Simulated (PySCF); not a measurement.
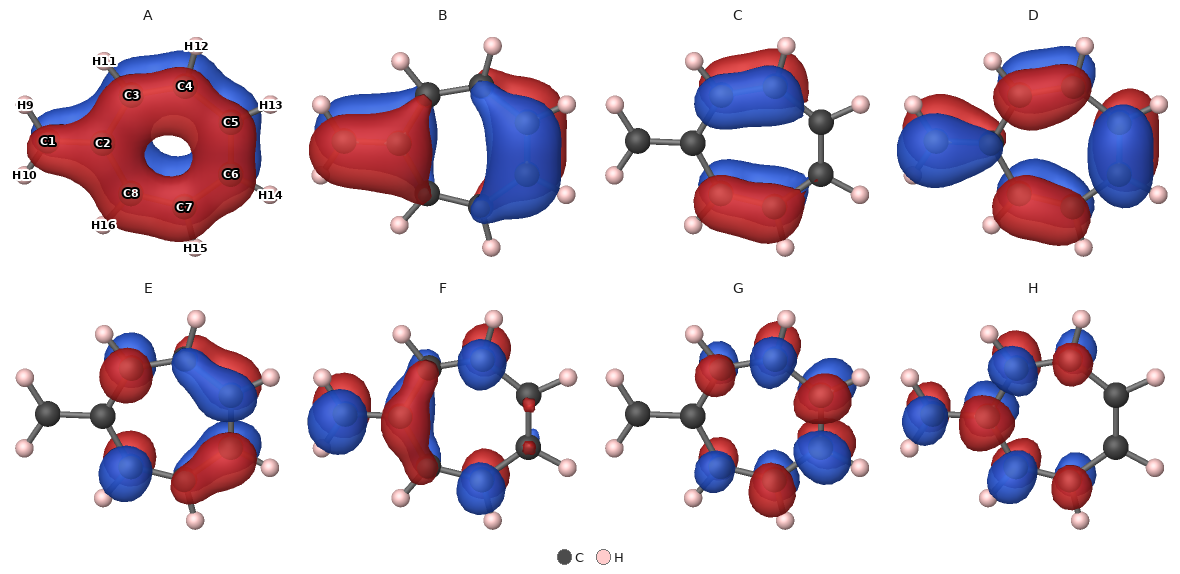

Figure. C$_{8}$H$_{8}$, SMILES `C=C1C=CC=CC=C1`. Natural orbitals of the π active space, CASSCF(8,8), singlet state, in order of falling occupation.

Method: 6-31G* basis; geometry: GFN2-xTB; program: PySCF. No frequency check shows the geometry to be a minimum.

Input

```python
import numpy as np
from pyscf import gto, scf, dft, mcscf, mrpt
from pyscf.mcscf import avas

def solve(mol, dm0=None, hcore=None):
    mf = scf.ROHF(mol) if mol.spin else scf.RHF(mol)
    mf = mf.density_fit(auxbasis='def2-universal-jkfit')
    mf.conv_tol, mf.max_cycle = 1e-8, 80
    if hcore is not None:
        mf.get_hcore = lambda *args: hcore
    mf.kernel(dm0)
    if not mf.converged:
        mf = mf.newton().run(mf.mo_coeff, mf.mo_occ, max_cycle=30)
    assert mf.converged, 'SCF not converged'
    return mf

mol = gto.M(atom='''
C      2.61464    -0.00017     0.00000
C      1.26888     0.00030     0.00000
C      0.57175    -1.27522     0.00000
C     -0.74140    -1.56065     0.00000
C     -1.87040    -0.67341     0.00000
C     -1.87041     0.67335     0.00000
C     -0.74142     1.56061     0.00000
C      0.57173     1.27520     0.00000
H      3.18226    -0.91410     0.00000
H      3.18225     0.91411     0.00000
H      1.24823    -2.12282     0.00000
H     -1.00758    -2.61138     0.00000
H     -2.83296    -1.17025     0.00000
H     -2.83298     1.17018     0.00000
H     -1.00761     2.61134     0.00000
H      1.24820     2.12281     0.00000
''', basis='6-31g*', charge=0, spin=0, verbose=4)
mf = solve(mol)
ncas, nel, orbs = avas.avas(mf, ['C 2pz'], threshold=0.5, openshell_option=3)
print('active space', nel, ncas)
assert 2 <= ncas <= 10, 'active space too large or empty'
mc = mcscf.CASSCF(mf, ncas, nel)
mc.natorb, mc.max_cycle_macro = True, 60
mc.fix_spin_(ss=mol.spin / 2 * (mol.spin / 2 + 1))
mc.kernel(orbs)
occ = mc.mo_occ[mc.ncore:mc.ncore + ncas]
print('natural occupations', occ.round(4))
e2 = mrpt.NEVPT(mc).kernel()
out = dict(c=mc.mo_coeff[:, mc.ncore:mc.ncore + ncas], occ=occ, e=mc.e_tot, e2=e2, ehf=mf.e_tot, ok=mc.converged, nel=nel, w0=abs(mc.ci).max() ** 2, dm=mc.make_rdm1())
# the other spin state at the same geometry
other = mol.copy().set(spin=2).build()
mo = scf.ROHF(other).density_fit(auxbasis='def2-universal-jkfit').run()
na = (nel + other.spin) // 2
m2 = mcscf.CASSCF(mo, ncas, (na, nel - na))
m2.natorb = True
m2.fix_spin_(ss=other.spin / 2 * (other.spin / 2 + 1))
m2.kernel(mc.mo_coeff)
e2o = mrpt.NEVPT(m2).kernel()
print('other state above this one / eV: CASSCF', (m2.e_tot - mc.e_tot) * 27.211386, 'NEVPT2', (m2.e_tot + e2o - mc.e_tot - e2) * 27.211386)
np.savez('result.npz', eo=m2.e_tot, e2o=e2o, oko=m2.converged, occo=m2.mo_occ[mc.ncore:mc.ncore + ncas], co=m2.mo_coeff[:, mc.ncore:mc.ncore + ncas], **out)
```

Launched as:

```sh
OMP_NUM_THREADS=1 python input.py
```

The run took 91 s on 1 thread of Arm Neoverse V2 (shared host), peak memory 0.53 GiB.

Q: What are the natural occupation numbers?

A: A 1.95, B 1.92, C 1.91, D 1.84, E 0.14, F 0.13, G 0.05, H 0.05.

Q: How multiconfigurational is the state?

A: The leading determinant weighs 0.82; the effective number of unpaired electrons, Σ n²(2−n)², is 0.29; the most occupied of the weakly occupied orbitals holds 0.14 e, as in an ordinary closed-shell π system. The active space lowers the energy by 3.03 eV against Hartree–Fock.

Q: Where does the lowest triplet lie relative to the singlet, at this geometry and within this active space?

A: 2.06 eV above it by strongly contracted NEVPT2 (+2.22 eV by CASSCF); a small basis tends to put such gaps a few tenths of an eV too high. This is a vertical energy for π states alone; a state that uses lone pairs or σ orbitals may lie lower.
